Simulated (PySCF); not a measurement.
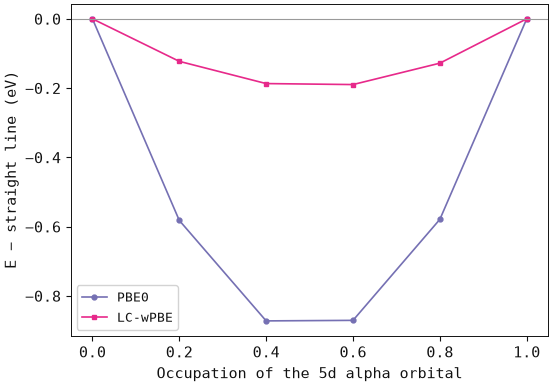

One 5d alpha orbital of Hf²⁺ ([Xe] 4f¹⁴ 5d²) is emptied in steps. The plot gives the energy less the straight line between the integer ends. PySCF, def2-TZVP with a 60-electron core potential, unrestricted single determinants, no spin-orbit coupling.

### Describe the curvature of each method.

PBE0: convex (delocalisation error), largest departure −0.87 eV, removal energy 22.43 eV; LC-wPBE: convex (delocalisation error), largest departure −0.19 eV, removal energy 22.27 eV. The NIST theoretical removal energy is 22.55 eV. The exact energy is a straight line between whole electron numbers.
